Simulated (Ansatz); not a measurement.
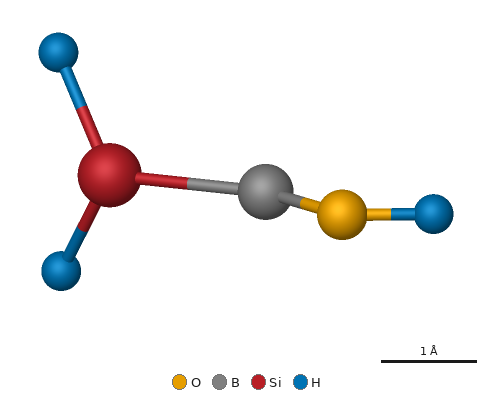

BSiH₃O, before the relaxation. Style: ball-and-stick. Shown at a tilt.

The run prepares an end point of a later path (torsion) calculation, from a guessed geometry.

Method: RKS PBE/cc-pVDZ in Ansatz.

Input
```yaml
crystal:
  periodic: [false, false, false]
  atoms:
    - { symbol: O, position_ang: [0.40204, -1.92297, 0.14831] }
    - { symbol: B, position_ang: [0.43317, -0.61833, 0.23312] }
    - { symbol: Si, position_ang: [1.14563, 0.99184, 0.74567] }
    - { symbol: H, position_ang: [-0.31113, -2.41273, -0.27588] }
    - { symbol: H, position_ang: [0.56151, 1.77491, 1.83271] }
    - { symbol: H, position_ang: [1.73478, 1.93152, -0.20548] }
basis:
  gaussian: { orbitals: cc-pVDZ }
hamiltonian:
  xc: pbe
relax:
  f_tol: 0.015
  max_steps: 40
output:
  orbitals: {}
```

Launched with:
```bash
ansatz run input.yaml --threads 1 --pin off --max-ram 2048MiB --backend cpu --events-out ev --progress --plain --runs-dir out
```

Where does the relaxation end?

Answer. The atom that moves furthest after the best rigid fit is Si3 (0.45 Å). By element the largest moves are Si 0.45 Å, H 0.40 Å, B 0.28 Å, O 0.05 Å. Near-neighbour distances that change, for instance: B2–Si3 1.834 → 1.927 Å, Si3–H5 1.462 → 1.532 Å, O1–H4 0.964 → 0.980 Å, O1–B2 1.308 → 1.318 Å. Bond angles that change, for instance: B2–Si3–H6 122.6° → 95.0°, B2–Si3–H5 121.5° → 95.0°, B2–O1–H4 123.6° → 115.7°. Over 7 geometry steps the energy falls by 35.8 kJ/mol. The largest force component goes from 0.82 to 0.0075 eV/Å.

Step by step:

| step | E − E(0), kJ/mol | largest force component, eV/Å |
| --- | --- | --- |
| 0 | 0.00 | 0.8234 |
| 1 | -17.35 | 0.6717 |
| 2 | -28.74 | 0.8304 |
| 3 | -30.48 | 0.9670 |
| 4 | -34.83 | 0.5001 |
| 5 | -35.40 | 0.2271 |
| 6 | -35.53 | 0.3172 |
| 7 | -35.83 | 0.0075 |

The structure at the end:

```xyz
6

O     0.4197   -1.8786    0.1570
B     0.6736   -0.6051    0.3831
Si    1.5295    1.0181    0.9726
H    -0.4124   -2.0668   -0.3245
H     0.2910    1.5705    1.6849
H     1.4646    1.7062   -0.3946
```

The end point in the same view:

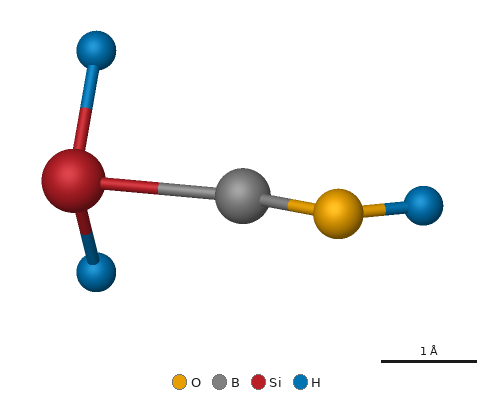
